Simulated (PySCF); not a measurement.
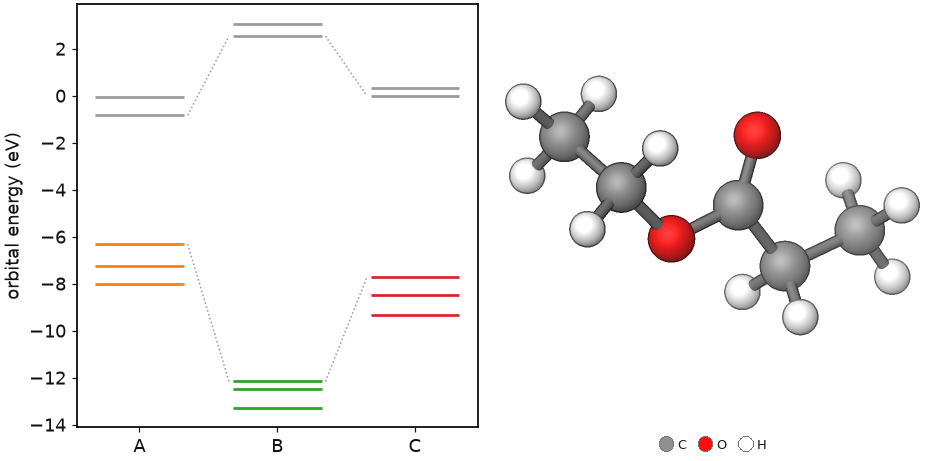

Frontier orbital energies of C₅H₁₀O₂ (ethyl propanoate), SMILES CCOC(=O)CC at one geometry, def2-SVPD, PySCF, at a PBE0-D3(BJ)/def2-SVP geometry (no frequency check). Empty levels are grey, levels within 0.1 eV stand side by side; all columns show the same few orbitals around the gap. Dotted lines join the HOMOs and the LUMOs.

> The columns come from B3LYP, HF and PBE. Which is which?

A: PBE (HOMO −6.32, LUMO −0.84, separation 5.49 eV)
B: HF (HOMO −12.16, LUMO 2.54, separation 14.70 eV)
C: B3LYP (HOMO −7.74, LUMO −0.01, separation 7.73 eV)

Limits of at least one run: empty levels above zero depend strongly on the basis; one conformer of a flexible molecule.
